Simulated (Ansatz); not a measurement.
# Cl2S2W (SMILES [S]=[W](=[S])([Cl])[Cl]): what the fields show

```xyz
5

S    -0.5626   -0.4325    1.9789
W     0.0099   -0.0147   -0.0084
S     1.8567   -0.9677   -0.3727
Cl   -1.5306   -0.8579   -1.4012
Cl    0.2765    2.1990   -0.2379
```

Geometry: PBE0-D4/def2-TZVP; core potentials replace the inner electrons of W.

Computed with RKS PBE0-D4/def2-TZVPP in Ansatz.

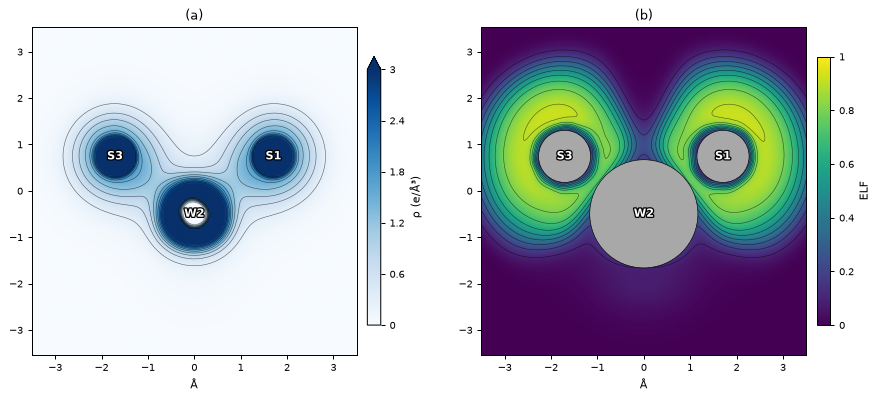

Figure 1. (a) electron density; (b) ELF on the plane of atoms S1, W2 and S3. Grey discs cover the atomic cores in the ELF map.

> What do the fields say about this system?

- The section cuts through S and W sites.
- W–S (2.11 Å): the density is about 1.1 e/Å³ at the midpoint; the ELF peaks at about 0.75 in the valence shell of S, 0.8 Å from its nucleus, and is about 0.50 at the midpoint.

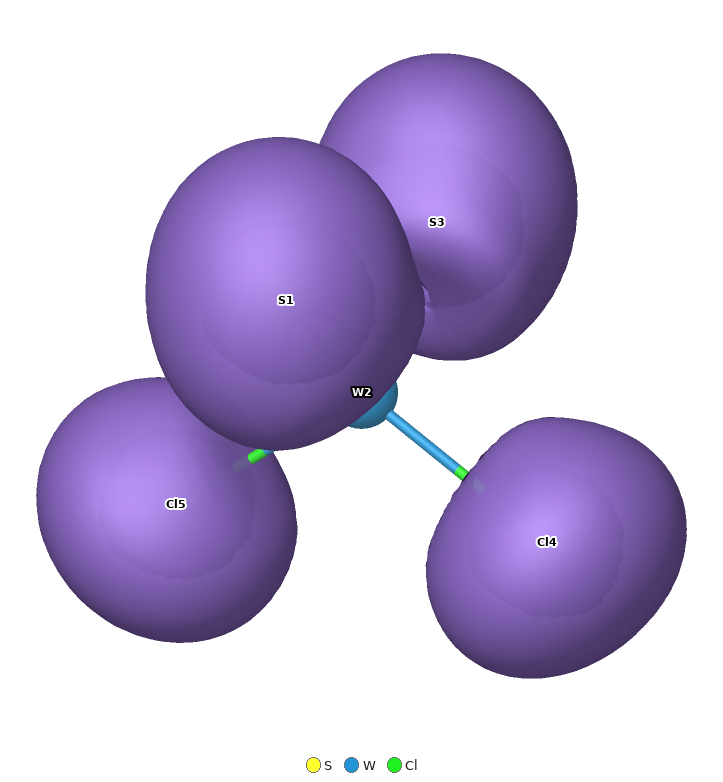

Figure 2. Isosurface of the ELF at 0.75 (purple), seen at a tilt. Core shells and regions of very low density are left out.

> Identify the bonds, lone pairs and shells in this picture.

The ELF exceeds this value in two rings or bowls of non-bonding electrons around S and two regions wrapped around Cl (the valence shell of each). Profiles from the grid: W–Cl (2.24 Å): the ELF peaks at about 0.85 in the valence shell of Cl, 0.8 Å from its nucleus, and is about 0.45 at the midpoint.

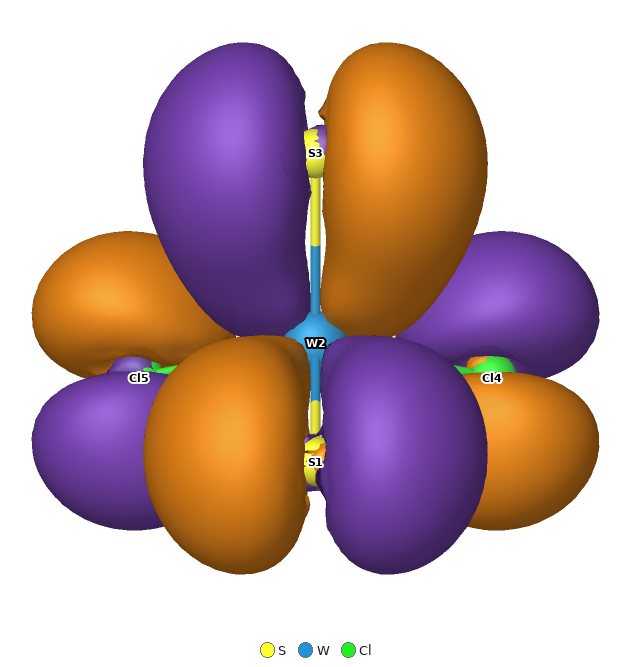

Figure 3. The HOMO−1 at ±0.06 Å⁻³ᐟ² (orange and purple are the two phases), seen from one side.

> Describe this orbital and give its energy.

By Hirshfeld shares it lies mainly on S1 (about 25 %), S3 (about 25 %), W2 (about 15 %), Cl4 (about 15 %) and Cl5 (about 15 %); largely a combination of lone pairs on S1, S3, Cl4 and Cl5. Its energy is −8.67 eV.

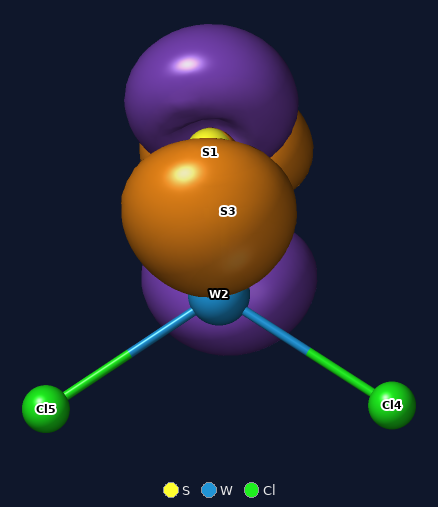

Figure 4. One frontier orbital at ±0.15 Å⁻³ᐟ² (orange and purple are the two phases), seen at a tilt.

> Which orbital is it: HOMO or LUMO?

The HOMO, at −7.67 eV. By Hirshfeld shares it lies mainly on S1 (about 45 %), S3 (about 45 %) and W2 (about 10 %); largely a combination of lone pairs on S1 and S3.
